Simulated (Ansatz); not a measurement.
# CH4OSSi: rigid scan of one bond length

Aim: a rigid scan of one bond length, for CH4OSSi, run from a script. SMILES: O=C[SiH2]S.

Program: Ansatz 0.2.0, driven from Python. Level of theory: B3LYP+D4/def2-SVP. These are calculated values, not measurements.

### 1 Starting point

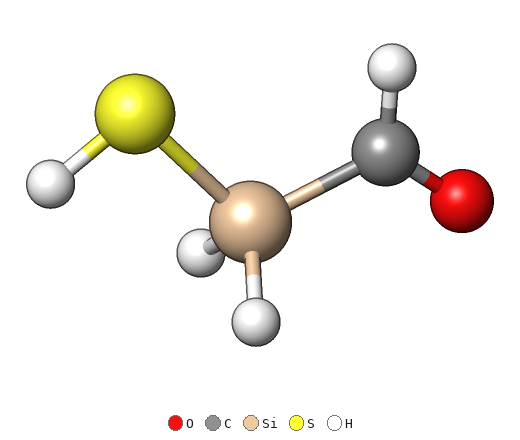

The starting structure, viewed from a chosen angle; oxygen red, carbon grey, silicon light orange, sulfur yellow, hydrogen white.

ch4ossi.xyz, read by the script:

```xyz
8

O    -2.49130    0.12600   -0.35330
C    -1.48300   -0.44080    0.04690
Si    0.17890    0.38180   -0.16950
S     1.73170   -0.87720    0.63940
H    -1.49680   -1.42630    0.53660
H     0.28100    1.68050    0.54900
H     0.53120    0.61060   -1.59660
H     2.74820   -0.05450    0.34770
```

### 2 The code

The input, scan_ch4ossi.py:

```python
"""Potential curve of CH4OSSi along one bond."""

import ansatz as az
import numpy as np

system = az.Crystal.molecule_from_extxyz("ch4ossi.xyz")

symbols = [site.symbol for site in system.cartesian_sites]
start = np.array([site.position_ang for site in system.cartesian_sites])
axis = (start[6] - start[2]) / np.linalg.norm(start[6] - start[2])
moving = [6]
lengths, energies = [1.26, 1.37, 1.49, 1.64, 1.86, 2.23, 2.68, 3.27], []
for length in lengths:
    xyz = start.copy()
    xyz[moving] += (length - np.linalg.norm(start[6] - start[2])) * axis
    point = az.Crystal.molecule()
    for symbol, place in zip(symbols, xyz):
        point = point.atom(symbol, place.tolist())
    model = point.calculation()
    model = model.basis(gaussian="def2-SVP")
    model = model.functional("b3lyp", dispersion="d4")
    model = model.spin("collinear")
    rep = model.run().report
    energies.append(rep["free_energy_ev"])
    print(f"r = {length:6.3f} A  E = {energies[-1]:.5f} eV  <S^2> = {abs(rep['mean_field']['state']['spin_squared']):.3f}")

print("energy above the lowest point (eV):", [round(e - min(energies), 3) for e in energies])
```

### 3 Running it

Run with:

```
python scan_ch4ossi.py
```

What it wrote:

```text
r =  1.260 A  E = -21854.22306 eV  <S^2> = 0.000
r =  1.370 A  E = -21854.74086 eV  <S^2> = 0.000
r =  1.490 A  E = -21854.89588 eV  <S^2> = 0.000
r =  1.640 A  E = -21854.73958 eV  <S^2> = 0.000
r =  1.860 A  E = -21854.21150 eV  <S^2> = 0.000
r =  2.230 A  E = -21853.06045 eV  <S^2> = 0.000
r =  2.680 A  E = -21851.89989 eV  <S^2> = 0.300
r =  3.270 A  E = -21851.31346 eV  <S^2> = 0.829
energy above the lowest point (eV): [0.673, 0.155, 0.0, 0.156, 0.684, 1.835, 2.996, 3.582]
```

Run time: 39 s. Hardware: 1 thread of Arm Neoverse V2, shared host; peak memory 0.29 GiB.

### 4 The engine's runs

From the records of these 8 runs:

| run | distance (Å) | energy from run 3 (eV) | <S²> | SCF cycles | CPU time (s) |
| --- | --- | --- | --- | --- | --- |
| 1 | 1.26 | 0.6728 | 0.00 | 17 | 3.5 |
| 2 | 1.37 | 0.1550 | 0.00 | 17 | 3.4 |
| 3 | 1.49 | 0.0000 | 0.00 | 17 | 3.5 |
| 4 | 1.64 | 0.1563 | 0.00 | 17 | 3.4 |
| 5 | 1.86 | 0.6844 | 0.00 | 17 | 3.3 |
| 6 | 2.23 | 1.8354 | 0.00 | 22 | 3.9 |
| 7 | 2.68 | 2.9960 | 0.30 | 36 | 7.9 |
| 8 | 3.27 | 3.5824 | 0.83 | 49 | 9.4 |

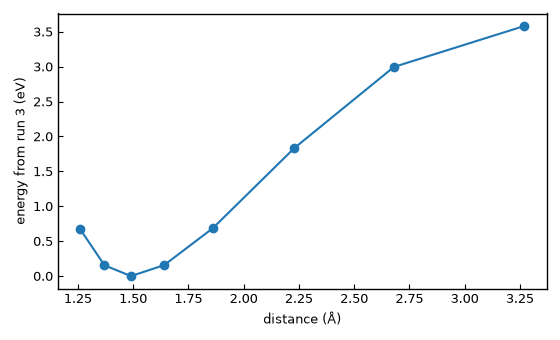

Energy against distance; lines join the points.

### 5 What came out

| quantity | value |
| --- | --- |
| runs compared | 8 |
| range of energy | 3.582 eV |
| lowest point, distance (Å) | 1.49 |

In words: The lowest point, at 1.49, lies inside the range. The ends stand 0.673 and 3.58 eV above it. The distance scanned is the script's pair 2, 6. <S²> moves from 0.00 to 0.83: along the scan the mean field breaks spin symmetry. Notes:
- The rest of the molecule is held rigid at a force-field or estimated start geometry, and the basis set is modest; single-reference methods fail as a bond breaks.
- b3lyp holds the VWN-RPA fit, as in Gaussian; the form of ORCA and Turbomole is b3lyp5.
